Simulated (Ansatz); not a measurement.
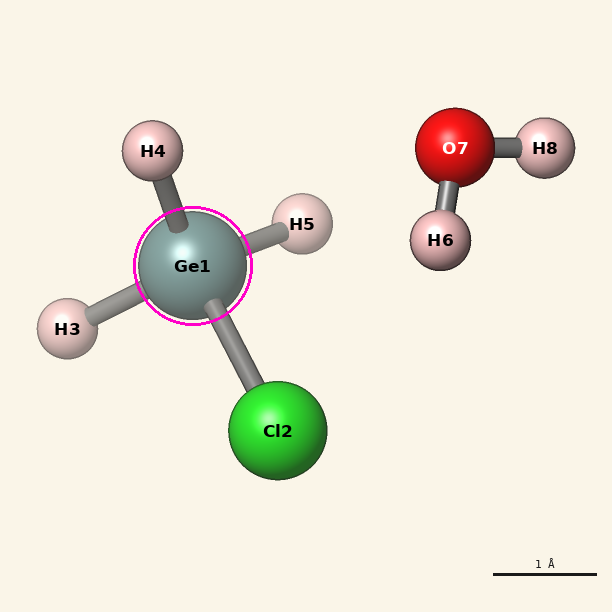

Orthographic view. Depth is shown by fading: the farther an atom, the more it takes the colour of the background. Computed geometry: PBE0-D4/def2-TZVP optimisation.

**Name the neighbours of the circled atom.**

The circled atom is Ge1; it is bonded to Cl2, H3, H4, H5.

**Of Ge1 and H4, which is nearer the viewer?**

H4; the bond to Ge1 points away from the viewer, so it looks shorter than its 1.53 Å.

**Which two atoms are farthest apart in space?**

H3 and H8, 5.34 Å.
